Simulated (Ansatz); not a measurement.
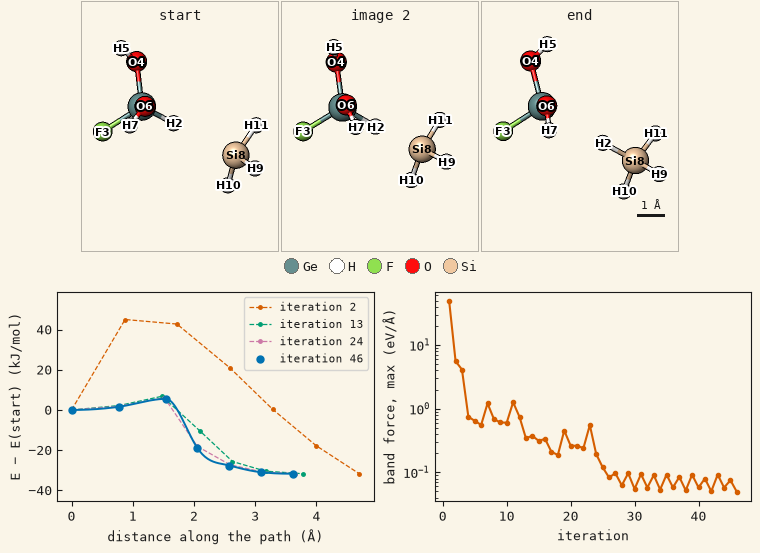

A search for the minimum-energy path of GeSiH6O2F (multiplicity 2), made up at the start of GeH3O2F and SiH3 by the nudged elastic band. Images are numbered from 0 (start) to 6 (end). The plot follows the band through its iterations. A ball-and-stick model, seen from a free direction.

Computed with Ansatz 0.2.0, UKS PBE/def2-SVP. Run with 5 movable images; climbing image; force threshold 0.05 eV/Å; iteration limit 60; optimiser L-BFGS; starting path through a guess of the saddle point.

Q: How did the profile develop, and is the result final?

A: The run is converged, with reservations. The band converged in 46 iterations. The largest component of the band force went from 49 to 0.049 eV/Å. The climbing image converged on the top of the path. Its curvatures weren't checked. The first iteration put the highest image at 550.9 kJ/mol. Forward barrier 5.6 kJ/mol, backward barrier 37.3 kJ/mol, with image 2 at the top; the reaction energy is −31.7 kJ/mol.

Limits of the set-up: the start holds two separate molecules, 3.0 Å apart at their closest, whose relative position is a soft coordinate and is computed without a dispersion correction.

The run took 7 min on 4 threads of Arm Neoverse V2, with other jobs on the host, peak memory 0.22 GiB.
